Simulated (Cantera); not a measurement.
Feed: 1 mol Ta, 1.9 mol CO₂, at 0.970 Pa.

Equilibrium computed with Cantera from the NASA thermochemical tables; the gas is ideal and each condensed phase is pure. Candidate condensed phases: C, Ta, TaC, Ta₂O₅; 15 gas species. Mutual solubility and eutectic melting of coexisting phases are not modelled. TaC: taken at fixed stoichiometry. Condensed phases not in the tables: Ta₂C, N, O or C dissolved in the metal. Kinetics and transport are ignored.

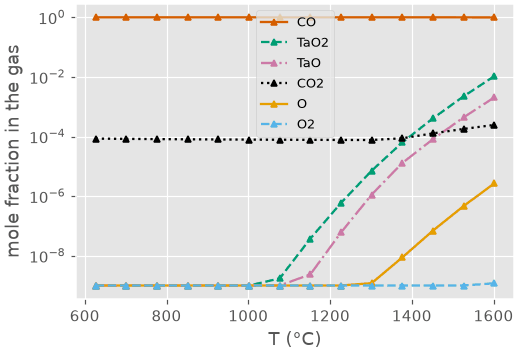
*Equilibrium gas composition (values under 1e-9 drawn at 1e-9)*

From 627 °C to 1302 °C the condensed part is TaC(s) + Ta₂O₅(s). From 1377 °C to 1602 °C the condensed part is Ta(s) + Ta₂O₅(s).
